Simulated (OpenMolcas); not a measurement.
Multiconfigurational calculation, with input and output: Ti²⁺ complex

- system: Ti²⁺ with 8 ligands (F; cube, 2.373 Å), embedded in SrF2 by model potentials and point charges, whose field is part of the energies.
- method: state-averaged CASSCF, active space 2 electrons in the shell 3d, basis ANO-RCC-VTZP on the metal and ANO-RCC-VDZP on the ligands, DKH2 scalar Hamiltonian, spin-orbit coupling by RASSI with atomic mean-field integrals (OpenMolcas)

**Summary**

```tsv
quantity	value
outcome	converged
energy of the lowest spin-free term	−1651.11826 hartree
energy of the lowest spin-orbit level	−1651.11829 hartree
largest spread among components of a term	0.0 cm⁻¹
hardware	1 thread of Arm Neoverse V1, 24 GiB of memory available, shared host
wall time	31 s
peak memory	0.2 GiB
```

**Remarks**

Without dynamic correlation the splittings between terms come out too large, often by 20 to 50 %. To bear in mind: the geometry is set by hand, with no relaxation.

**Input**
```
&GATEWAY
Basis set
Ti.ANO-RCC-VTZP.
Ti1 0.0 0.0 0.0 Angstrom
End of basis
Basis set
F.ANO-RCC-VDZP.
L1 1.370052 1.370052 1.370052 Angstrom
L2 1.370052 1.370052 -1.370052 Angstrom
L3 1.370052 -1.370052 1.370052 Angstrom
L4 1.370052 -1.370052 -1.370052 Angstrom
End of basis
Basis set
Sr.EMB-AIMP.Pascual.0s.0s.ECP.SrF2.
PseudoCharge
* 21 symmetry-unique lattice sites within 7.6 angstrom
End of basis
Basis set
F.EMB-AIMP.Pascual.0s.0s.ECP.SrF2.
PseudoCharge
* 40 symmetry-unique lattice sites within 7.6 angstrom
End of basis
Symmetry
XYZ
AngMom=0.0 0.0 0.0
AMFI
RICD
XField
1348 Angstrom 0
* Evjen-weighted lattice charges
&SEWARD
&RASSCF
FileOrb=start.orb
Symmetry=1
Spin=3
nActEl=2 0 0
Inactive=23 26
Ras2=5 0
CIRoot=10 10 1
SDav=10
CIMx=300
Iter=150 100
PrWF=0.3
OrbListing=Nothing
MaxOrb=0
LevShft=1.0
>>> COPY $Project.JobIph JOB001
&RASSCF
FileOrb=start.orb
Symmetry=1
Spin=1
nActEl=2 0 0
Inactive=23 26
Ras2=5 0
CIRoot=15 15 1
SDav=15
CIMx=300
Iter=150 100
PrWF=0.3
OrbListing=Nothing
MaxOrb=0
LevShft=1.0
>>> COPY $Project.JobIph JOB002
&RASSI
NrOfJobIphs=2 10 15
1 2 3 4 5 6 7 8 9 10
1 2 3 4 5 6 7 8 9 10 11 12 13 14 15
IphNames
JOB001
JOB002
EJob
SpinOrbit
DIPRint=1.0
SOCoupling=1000.0
Subsets=2
Property=9
'ANGMOM' 1 'ANGMOM' 2 'ANGMOM' 3 'MLTPL  1' 1 'MLTPL  1' 2 'MLTPL  1' 3
'AMFI' 1 'AMFI' 2 'AMFI' 3
SOProperty=3
'ANGMOM' 1 'ANGMOM' 2 'ANGMOM' 3
```

The file start.orb holds starting orbitals from an earlier step. A driver script formed the levels outside the program, from RASSI's spin-orbit matrix and the active-space energies, averaged over the components of each term or state.

Command:
```bash
OMP_NUM_THREADS=1 MOLCAS_MEM=2457 MOLCAS_PROJECT=a pymolcas a.inp > a.log  # once for each step of the input, in one work folder
```

**Output (extracts)**
```
--- SEWARD ---
Basis set label: TI.ANO-RCC...6S5P3D2F1G.

      Electronic valence basis set:
      ------------------
      Associated Effective Charge  22.000000 au
      Associated Actual Charge     22.000000 au
      Nuclear Model: Point charge

      Shell  nPrim  nBasis  Cartesian Spherical Contaminant
         s      21       6        X
         p      15       5        X
         d      10       3                 X
         f       6       2                 X
         g       4       1                 X
                  Relativistic Douglas-Kroll-Hess integrals:
                    - DKH order of Hamiltonian: 2
                    - DKH order of Properties : 0
                  Atomic mean-field integrals
--- RASSCF ---
Wave function specifications:
      -----------------------------

      Number of closed shell electrons          98
      Number of electrons in active shells       2
      Max number of holes in RAS1 space          0
      Max nr of electrons in RAS3 space          0
      Number of inactive orbitals               49
      Number of active orbitals                  5
      Number of secondary orbitals             117
      Spin quantum number                      1.0
      State symmetry                             1
Orbital specifications:
      -----------------------

      Symmetry species                           1   2
                                                ag  au
      Frozen orbitals                            0   0
      Inactive orbitals                         23  26
      Active orbitals                            5   0
      RAS1 orbitals                              0   0
      RAS2 orbitals                              5   0
      RAS3 orbitals                              0   0
      Secondary orbitals                        58  59
      Deleted orbitals                           0   0
      Number of basis functions                 86  85
      Number of CSFs                            10
      Number of root(s) required                10
      Iter CI   SX   CI       RASSCF       Energy    max ROT     max BLB   max BLB  Level Ln srch  Step   QN
          iter iter root      energy       change     param      element    value   shift minimum  type update
 Nr of preliminary CI iterations:   1
      Total energies have been shifted. Add                -1000.00 au
        1   1   12    0  -650.30193903    0.00E+00  -5.19E-02   24  78 2 -3.06E-01*  0.81   0.00    SX    NO
        2   1   12    0  -651.02563160   -7.24E-01* -3.02E-02   24  78 2 -3.72E-02*  0.87   0.00    SX    NO
        3   1   11    0  -651.06054735   -3.49E-02* -1.14E-02   20  78 1  2.08E-02*  0.90   0.00    SX    NO
        4   1   10    0  -651.06672593   -6.18E-03* -4.85E-03   16  29 2  7.03E-03*  0.90   0.00    SX    NO
        5   1   10    0  -651.06852320   -1.80E-03* -5.96E-03   16  29 2  4.58E-03*  0.91   2.29    LS   YES
        6   1    9    0  -651.06935667   -8.33E-04*  1.61E-03   20  78 1 -2.04E-03*  0.91   1.05    QN   YES
        7   1    9    0  -651.06944038   -8.37E-05*  1.58E-03   23  77 2 -1.09E-03*  0.91   1.99    LS   YES
        8   1    9    0  -651.06946633   -2.60E-05* -4.90E-04    6  39 2 -1.03E-03*  0.91   0.97    QN   YES
        9   1    8    0  -651.06947351   -7.18E-06* -3.70E-04    6  29 2  3.24E-04*  0.91   1.40    QN   YES
       10   1    7    0  -651.06947507   -1.56E-06* -9.68E-05   23  77 2  1.18E-04*  0.91   1.26    QN   YES
       11   1    6    0  -651.06947526   -1.85E-07* -3.33E-05    6  39 2  4.65E-05   0.91   1.31    QN   YES
       12   1    6    0  -651.06947528   -2.24E-08* -1.67E-05    6  29 2 -1.68E-05   0.91   1.37    QN   YES
       13   1    5    0  -651.06947528   -2.81E-09  -6.68E-06   23  77 2 -5.56E-06   0.91   1.28    QN   YES
      Convergence after 13 iterations
       14   1    5    0  -651.06947528   -3.20E-10  -6.68E-06   28  34 1  1.02E-06   0.91   1.28    QN   YES
      Natural orbitals and occupation numbers for root  1
      sym 1:   0.000000   0.000000   1.000000   1.000000  -0.000000
      Natural orbitals and occupation numbers for root  2
      sym 1:  -0.000000   0.750105   0.249895   0.750105   0.249895
      Natural orbitals and occupation numbers for root  3
      sym 1:   0.707220   0.000000   0.707220   0.292780   0.292780
::    RASSCF root number  1 Total energy:  -1651.11826102
::    RASSCF root number  2 Total energy:  -1651.09295171
::    RASSCF root number  3 Total energy:  -1651.09295171
::    RASSCF root number  4 Total energy:  -1651.09295171
::    RASSCF root number  5 Total energy:  -1651.07439396
::    RASSCF root number  6 Total energy:  -1651.07439396
::    RASSCF root number  7 Total energy:  -1651.07439396
::    RASSCF root number  8 Total energy:  -1651.02481828
::    RASSCF root number  9 Total energy:  -1651.02481828
::    RASSCF root number 10 Total energy:  -1651.02481828
--- RASSCF ---
Wave function specifications:
      -----------------------------

      Number of closed shell electrons          98
      Number of electrons in active shells       2
      Max number of holes in RAS1 space          0
      Max nr of electrons in RAS3 space          0
      Number of inactive orbitals               49
      Number of active orbitals                  5
      Number of secondary orbitals             117
      Spin quantum number                      0.0
      State symmetry                             1
Orbital specifications:
      -----------------------

      Symmetry species                           1   2
                                                ag  au
      Frozen orbitals                            0   0
      Inactive orbitals                         23  26
      Active orbitals                            5   0
      RAS1 orbitals                              0   0
      RAS2 orbitals                              5   0
      RAS3 orbitals                              0   0
      Secondary orbitals                        58  59
      Deleted orbitals                           0   0
      Number of basis functions                 86  85
      Number of CSFs                            15
      Number of root(s) required                15
      Iter CI   SX   CI       RASSCF       Energy    max ROT     max BLB   max BLB  Level Ln srch  Step   QN
          iter iter root      energy       change     param      element    value   shift minimum  type update
 Nr of preliminary CI iterations:   1
      Total energies have been shifted. Add                -1000.00 au
        1   1   10    0  -651.01088019    0.00E+00  -9.92E-03   24  30 1 -6.82E-03*  0.91   0.00    SX    NO
        2   1   10    0  -651.01143419   -5.54E-04*  4.82E-03    7  50 1  3.75E-03*  0.90   0.00    SX    NO
        3   1   10    0  -651.01157934   -1.45E-04*  2.86E-03   10  38 2  1.64E-03*  0.90   0.00    SX    NO
        4   1    9    0  -651.01162498   -4.56E-05*  1.67E-03   26  32 1 -9.00E-04*  0.90   0.00    SX    NO
        5   1    9    0  -651.01164014   -1.52E-05*  2.32E-03   26  32 1 -5.32E-04*  0.90   2.40    LS   YES
        6   1    7    0  -651.01164790   -7.75E-06* -1.14E-04   12  29 1  1.81E-04*  0.90   1.00    QN   YES
        7   1    7    0  -651.01164810   -1.98E-07* -1.70E-04   12  29 1  1.12E-04*  0.90   2.50    LS   YES
        8   1    6    0  -651.01164817   -7.72E-08* -3.39E-05    7  50 1  6.86E-05   0.90   0.77    QN   YES
        9   1    6    0  -651.01164819   -1.48E-08* -1.03E-05   12  29 1  1.87E-05   0.90   1.36    QN   YES
       10   1    5    0  -651.01164819   -2.34E-09  -6.70E-06   12  29 1  1.09E-05   0.90   2.50    QN   YES
      Convergence after 10 iterations
       11   1    5    0  -651.01164819   -6.00E-10  -6.70E-06    7  50 1 -3.75E-06   0.90   2.50    QN   YES
      Natural orbitals and occupation numbers for root  1
      sym 1:   0.011033   0.955876   0.955876   0.018720   0.058496
      Natural orbitals and occupation numbers for root  2
      sym 1:   0.047800   0.955876   0.955876   0.040112   0.000337
      Natural orbitals and occupation numbers for root  3
      sym 1:   0.865804   0.865575   0.134576   0.134043   0.000001
::    RASSCF root number  1 Total energy:  -1651.06140464
::    RASSCF root number  2 Total energy:  -1651.06140464
::    RASSCF root number  3 Total energy:  -1651.03681004
::    RASSCF root number  4 Total energy:  -1651.03681004
::    RASSCF root number  5 Total energy:  -1651.03681004
::    RASSCF root number  6 Total energy:  -1651.02735510
::    RASSCF root number  7 Total energy:  -1651.01585993
::    RASSCF root number  8 Total energy:  -1651.01585993
::    RASSCF root number  9 Total energy:  -1651.01585993
::    RASSCF root number 10 Total energy:  -1650.99595100
::    RASSCF root number 11 Total energy:  -1650.99595100
::    RASSCF root number 12 Total energy:  -1650.99461547
::    RASSCF root number 13 Total energy:  -1650.99461547
::    RASSCF root number 14 Total energy:  -1650.99461547
::    RASSCF root number 15 Total energy:  -1650.89080018
--- RASSI ---
SPIN-FREE ENERGIES:
  (Shifted by EMIN (a.u.) =      -1651.1182610182)

 SF State       Relative EMIN(au)   Rel lowest level(eV)    D:o, cm**(-1)

     1             0.0000000000        0.0000000000              0.0000
     2             0.0253093125        0.6887014793           5554.7520
     3             0.0253093125        0.6887014793           5554.7520
     4             0.0253093125        0.6887014793           5554.7520
     5             0.0438670613        1.1936835496           9627.7071
     6             0.0438670613        1.1936835496           9627.7071
     7             0.0438670613        1.1936835496           9627.7071
    11             0.0568563812        1.5471409507          12478.5333
    12             0.0568563812        1.5471409507          12478.5333
    13             0.0814509743        2.2163939230          17876.4226
    14             0.0814509743        2.2163939230          17876.4226
    15             0.0814509743        2.2163939230          17876.4226
    16             0.0909059192        2.4736760783          19951.5431
     8             0.0934427389        2.5427064606          20508.3107
     9             0.0934427389        2.5427064606          20508.3107
    10             0.0934427389        2.5427064606          20508.3107
    17             0.1024010872        2.7864755346          22474.4409
    18             0.1024010872        2.7864755346          22474.4409
    19             0.1024010872        2.7864755346          22474.4409
    20             0.1223100149        3.3282250580          26843.9454
    21             0.1223100149        3.3282250580          26843.9454
    22             0.1236455506        3.3645668360          27137.0616
    23             0.1236455506        3.3645668360          27137.0616
    24             0.1236455506        3.3645668360          27137.0616
    25             0.2274608402        6.1895247775          49921.8840
     Dipole printing threshold changed to   1.00000000E+00
Eigenvalues of complex Hamiltonian:
   -----------------------------------
  (Shifted by EMIN (a.u.) =      -1651.1182610182)

 SO State       Relative EMIN(au)   Rel lowest level(eV)    D:o, cm**(-1)

     1            -0.0000284651        0.0000000000              0.0000
     2            -0.0000284651        0.0000000000              0.0000
     3            -0.0000284651        0.0000000000              0.0000
     4             0.0250200039        0.6816035646           5497.5035
     5             0.0251674086        0.6856146514           5529.8551
     6             0.0251674086        0.6856146514           5529.8551
     7             0.0251674086        0.6856146514           5529.8551
     8             0.0253912903        0.6917067829           5578.9914
     9             0.0253912903        0.6917067829           5578.9914
    10             0.0254372303        0.6929568736           5589.0741
    11             0.0254372303        0.6929568736           5589.0741
    12             0.0254372303        0.6929568735           5589.0741
    13             0.0434911310        1.1842285407           9551.4473
    14             0.0434911310        1.1842285408           9551.4473
    15             0.0434911310        1.1842285408           9551.4473
    16             0.0434963552        1.1843706966           9552.5939
    17             0.0434963552        1.1843706966           9552.5939
    18             0.0442670411        1.2053421299           9721.7399
    19             0.0442670411        1.2053421298           9721.7399
    20             0.0442670411        1.2053421299           9721.7399
    21             0.0446345278        1.2153419504           9802.3939
    22             0.0568844394        1.5486790275          12490.9387
    23             0.0568844394        1.5486790275          12490.9387
    24             0.0814020324        2.2158367210          17871.9284
    25             0.0814020324        2.2158367210          17871.9284
    26             0.0814020324        2.2158367210          17871.9284
    27             0.0909013877        2.4743273482          19956.7959
    28             0.0929560192        2.5302367181          20407.7354
    29             0.0931984994        2.5368349392          20460.9537
    30             0.0931984994        2.5368349392          20460.9537
    31             0.0931984994        2.5368349392          20460.9537
    32             0.0936951601        2.5503497657          20569.9581
    33             0.0936951601        2.5503497657          20569.9581
    34             0.0937424933        2.5516377683          20580.3465
    35             0.0937424933        2.5516377683          20580.3465
    36             0.0937424933        2.5516377683          20580.3465
    37             0.1024067379        2.7874038756          22481.9284
    38             0.1024067379        2.7874038756          22481.9284
    39             0.1024067379        2.7874038756          22481.9284
    40             0.1223182641        3.3292241050          26852.0033
    41             0.1223182641        3.3292241050          26852.0033
Weights of the five most important spin-orbit-free states for each spin-orbit state.

 SO State  Total energy (au)           Spin-free states, spin, and weights
 -------------------------------------------------------------------------------------------------------
    1        -0.000028       1 1.0  0.9990    2 1.0  0.0004    4 1.0  0.0003    3 1.0  0.0003   15 0.0  0.0000
    2        -0.000028       1 1.0  0.9990    2 1.0  0.0004    3 1.0  0.0003    4 1.0  0.0002   13 0.0  0.0000
    3        -0.000028       1 1.0  0.9990    3 1.0  0.0004    4 1.0  0.0004    2 1.0  0.0001   14 0.0  0.0000
    4         0.025020       4 1.0  0.3333    3 1.0  0.3333    2 1.0  0.3333    1 1.0  0.0000    7 1.0  0.0000
    5         0.025167       4 1.0  0.4908    3 1.0  0.4485    2 1.0  0.0588    1 1.0  0.0010    5 1.0  0.0004
    6         0.025167       2 1.0  0.4418    4 1.0  0.4035    3 1.0  0.1527    1 1.0  0.0010    5 1.0  0.0004
    7         0.025167       2 1.0  0.4975    3 1.0  0.3968    4 1.0  0.1038    1 1.0  0.0010    7 1.0  0.0005
    8         0.025391       2 1.0  0.4948    4 1.0  0.3035    3 1.0  0.1986    6 1.0  0.0015    7 1.0  0.0006
    9         0.025391       3 1.0  0.4660    4 1.0  0.3611    2 1.0  0.1698    5 1.0  0.0012    7 1.0  0.0012
   10         0.025437       4 1.0  0.6564    3 1.0  0.2288    2 1.0  0.1140    5 1.0  0.0004    6 1.0  0.0004
   11         0.025437       3 1.0  0.4774    2 1.0  0.3764    4 1.0  0.1454    5 1.0  0.0004    7 1.0  0.0004
   12         0.025437       2 1.0  0.5088    3 1.0  0.2931    4 1.0  0.1973    7 1.0  0.0004    6 1.0  0.0004
```

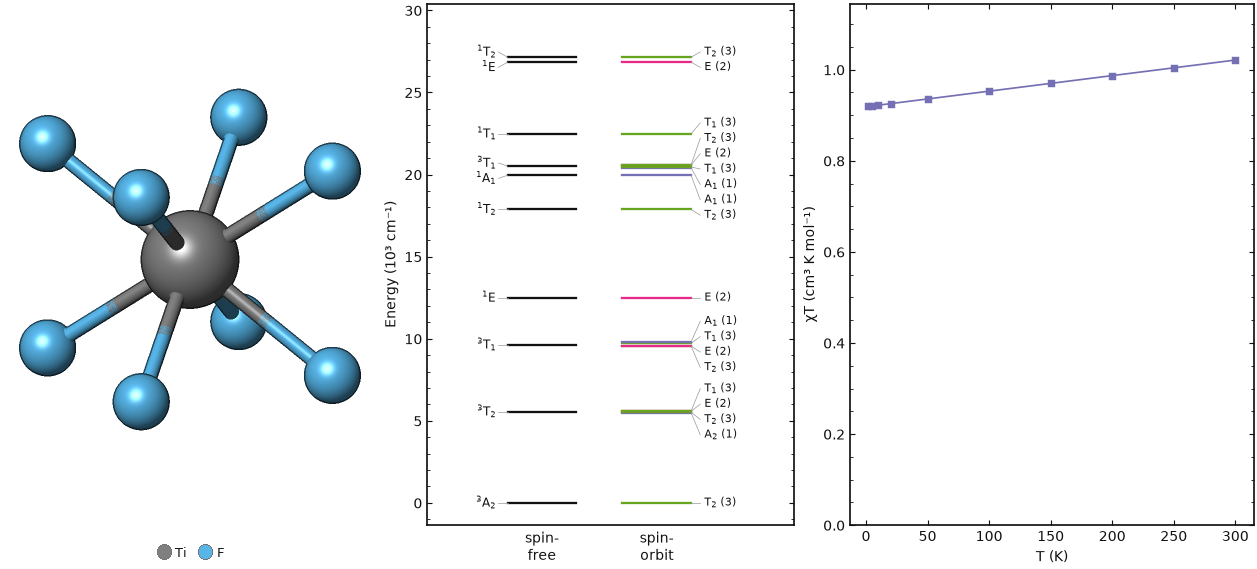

**Figure 1.** Ti²⁺ (3d²) as a dopant in SrF₂, a cluster with its 8 nearest F⁻ at 2.373 Å (cube) embedded in model potentials and point charges; the geometry was set, not optimised, and its levels and susceptibility. Labels give the representation in O, Td, D4 or D3 as the site allows (double group for half-integer spin) where it could be assigned and, in brackets, the degeneracy; spin-free states, where drawn, share the zero of the spin-orbit levels. Powder susceptibility by Van Vleck's formula. The ground level is T₂, 3-fold degenerate, 100 % from states of spin multiplicity 3. The next level lies at 5,500 cm⁻¹ (A₂). The lowest spin-free state is ³A₂, from the free-ion F term; of the same spin there follow at 5,550 cm⁻¹ (³T₂), 9,630 cm⁻¹ (³T₁) and 20,500 cm⁻¹ (³T₁) above it. χT is 0.919 cm³ K mol⁻¹ at 2 K and 1.02 at 300 K, an effective moment of 2.86 μB. The active orbitals hold 96 to 98 % metal character (Löwdin), and the Mulliken charge of the metal is +1.73.
